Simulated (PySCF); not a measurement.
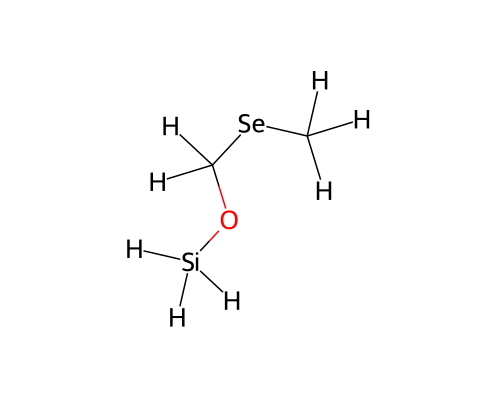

Skeletal drawing of a molecule.

Give its SMILES.

C[Se]CO[SiH3]

Give the formula, hydrogens included.

C2H8OSeSi.

An optimisation with PBE0-D3(BJ)/def2-SVP gave a structure of which point group?

C1. Other conformers may differ.

More results for the same structure follow; atom numbers are the same in all pictures, views and colours differ. The computed structure is the end point of a PBE0-D3(BJ)/def2-SVP optimisation. No frequency run is at hand to confirm it as a minimum.

Dipole moment

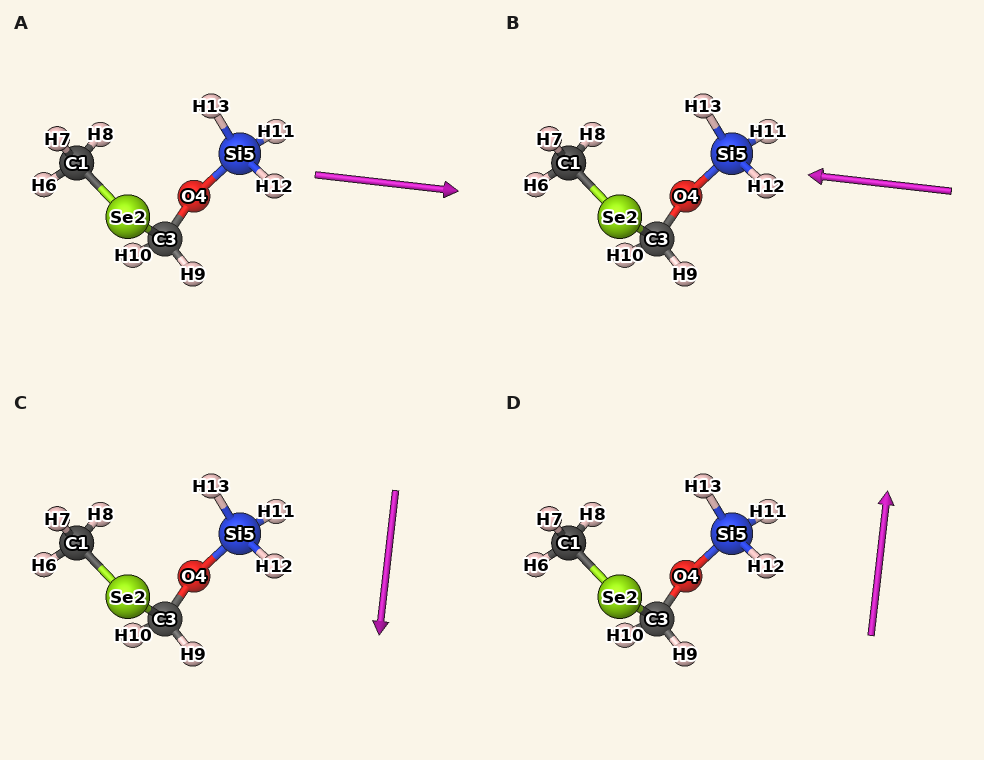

The same molecule four times, each with an arrow. No frequency run is at hand to confirm it as a minimum. Method: CAM-B3LYP/pcSseg-1, gas phase (PySCF 2.14.0).

Which arrow points along the dipole moment, from the negative to the positive end?

B. The dipole moment is 0.58 D; it points from the side of H12 to the side of H6 (the outermost atoms at the two ends).

Quadrupole coupling

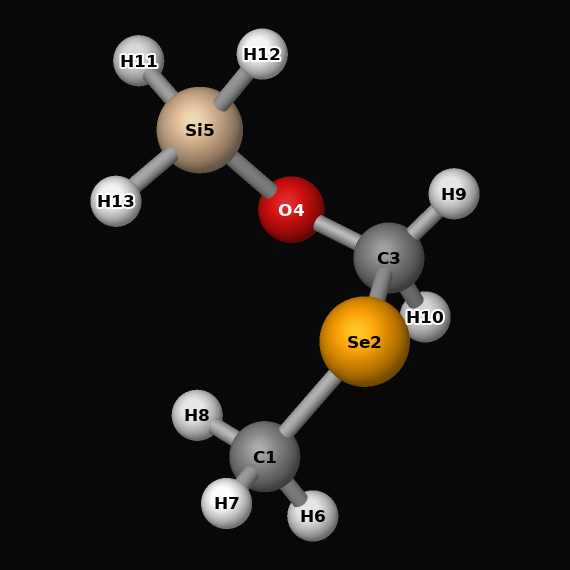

No frequency run is at hand to confirm it as a minimum. Electric field gradients from the ground-state density, PBE0/6-31G* (PySCF 2.14.0), non-relativistic apart from any core potentials.

Give the largest field-gradient component, the quadrupole coupling constant and the asymmetry for 17O at O4 (Q = −25.6 mb).

```
atom  V_zz (a.u.)  e²qQ/h (MHz)     η
  O4        1.568         −9.43  0.45
```

NMR shielding

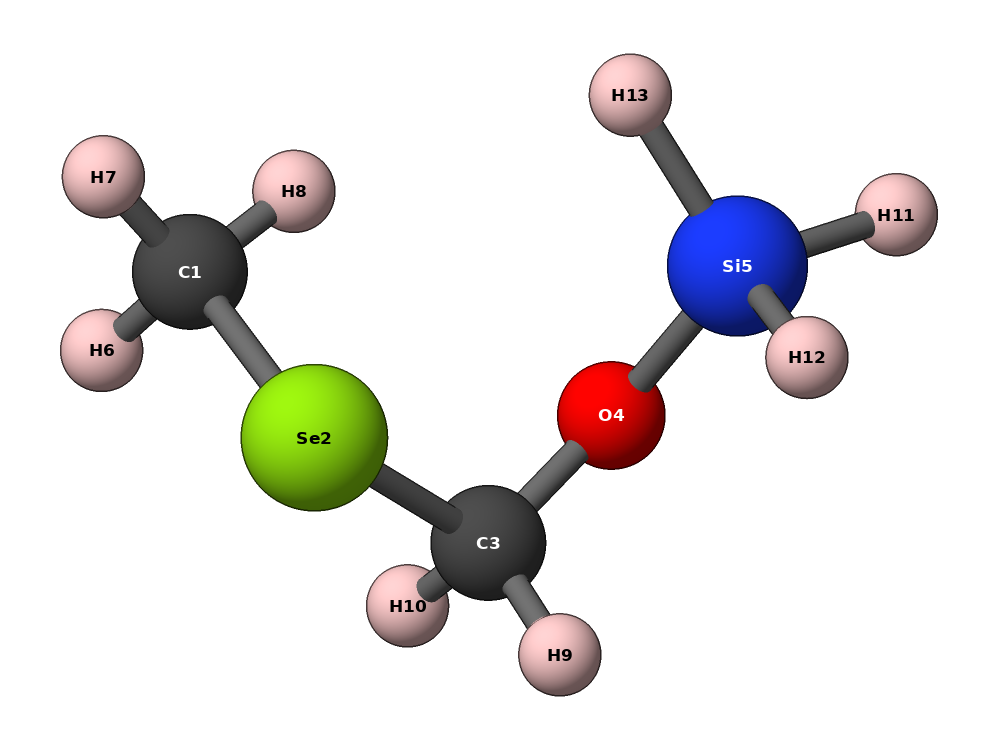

No frequency run is at hand to confirm it as a minimum. Method: GIAO PBE0/def2-SVP NMR shielding, non-relativistic, gas phase (PySCF 2.14.0). Principal shieldings σ11 ≤ σ22 ≤ σ33, span Ω = σ33 − σ11, skew κ = 3(σiso − σ22)/Ω.

Which C atom has the most anisotropic shielding?

C3, with a span of 76 ppm.

Give the shielding tensors of the C atoms.

```json
{"atom": "C1", "σ11": "168.3", "σ22": "182.9", "σ33": "199.1", "σiso": "183.4", "Ω": "30.8", "κ": "0.05"}
{"atom": "C3", "σ11": "87.2", "σ22": "125.4", "σ33": "163.6", "σiso": "125.4", "Ω": "76.4", "κ": "0.00"}
```

Shieldings and span in ppm.
